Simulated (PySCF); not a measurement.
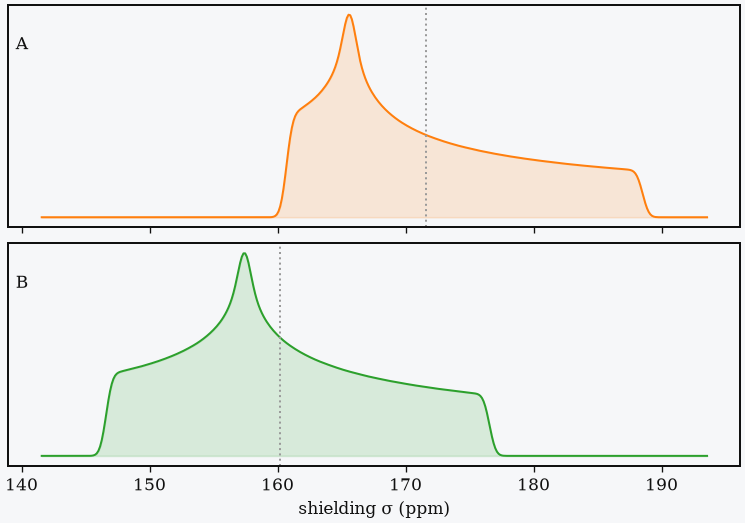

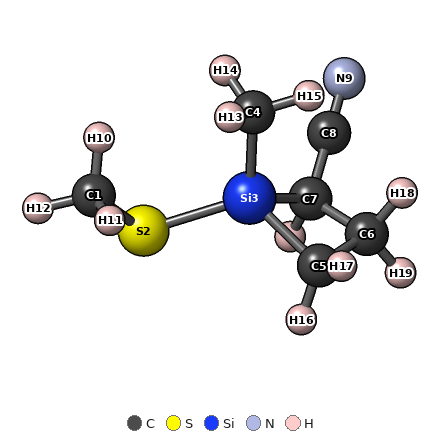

Static powder patterns (¹³C) from GIAO shielding tensors of C₆H₁₁NSSi, SMILES CS[Si@@]1(C)CC[C@@H]1C#N, PBE0/pcSseg-1 with PySCF, at a PBE0-D3(BJ)/def2-SVP geometry (no frequency check); absolute shielding, one fixed geometry of the isolated molecule without any motion, no dipolar terms. The dotted line is the isotropic value; skew is 3(σiso − σ22)/span.

The panels belong to C1 and C6. Which is which?

Answer. panel A: C1, σ11, σ22, σ33 = 161, 166, 189 ppm, isotropic 172, span 28 ppm, skew 0.65; panel B: C6, σ11, σ22, σ33 = 147, 157, 177 ppm, isotropic 160, span 30 ppm, skew 0.28.

Caveats: one conformer of a flexible molecule.
